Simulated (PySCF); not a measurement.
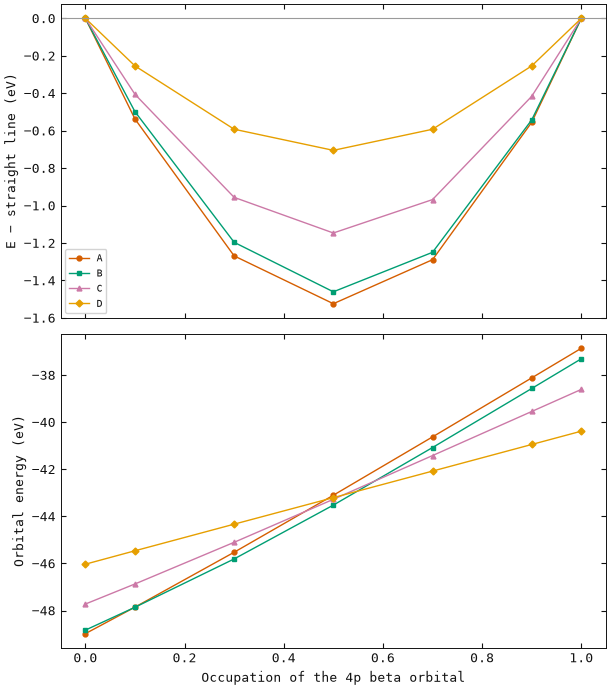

One 4p beta orbital of Sr²⁺ ([Kr]) is emptied in steps. The plot gives the energy less the straight line between the integer ends; the lower panel gives the orbital energy. PySCF, def2-TZVPPD with a 28-electron core potential, unrestricted single determinants, no spin-orbit coupling. The curves are BHandHLYP, PBE0, TPSS and r2SCAN in some order.

> Which curve is which method, and what does its shape mean?

A is TPSS: convex (delocalisation error), largest departure −1.5 eV, removal energy 43.04 eV, orbital energy from −36.9 eV when full to −49.0 eV when empty; B is r2SCAN: convex (delocalisation error), largest departure −1.5 eV, removal energy 43.36 eV, orbital energy from −37.3 eV when full to −48.8 eV when empty; C is PBE0: convex (delocalisation error), largest departure −1.1 eV, removal energy 43.24 eV, orbital energy from −38.6 eV when full to −47.7 eV when empty; D is BHandHLYP: convex (delocalisation error), largest departure −0.71 eV, removal energy 43.21 eV, orbital energy from −40.4 eV when full to −46.0 eV when empty. The measured removal energy is 42.88 eV. The exact energy is a straight line between whole electron numbers.
